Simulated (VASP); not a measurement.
Band structure of Pr₃Cd (space group I4/mmm). All values below come from PBEsol GGA, VASP's PBE PAW potentials (set 64) (plane waves; VASP).

The 4f electrons are frozen in the core of the lanthanide potential, so 4f levels, which can set the real gap, and their magnetism are missing.

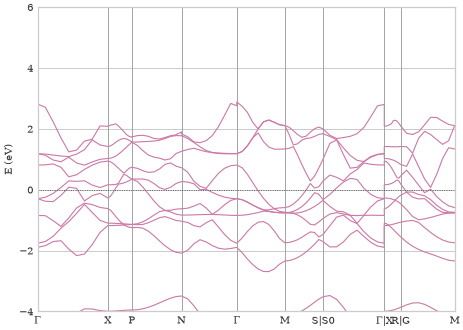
Bands along high-symmetry lines, zero at the valence-band maximum or, without a gap, the Fermi level

Problem. Read the plot: is there a gap, and where are the band edges?

Solution. It has no gap at this level: it comes out as a metal or semimetal. (Edges off the drawn lines would not show.)

The structure comes from a computed database's Pr3Cd entry (I4/mmm); how it stands against other phases isn't given here. It was relaxed first, which changed the volume by -6 %. The electron count is odd and the run is not spin-polarised, which forces a metal.
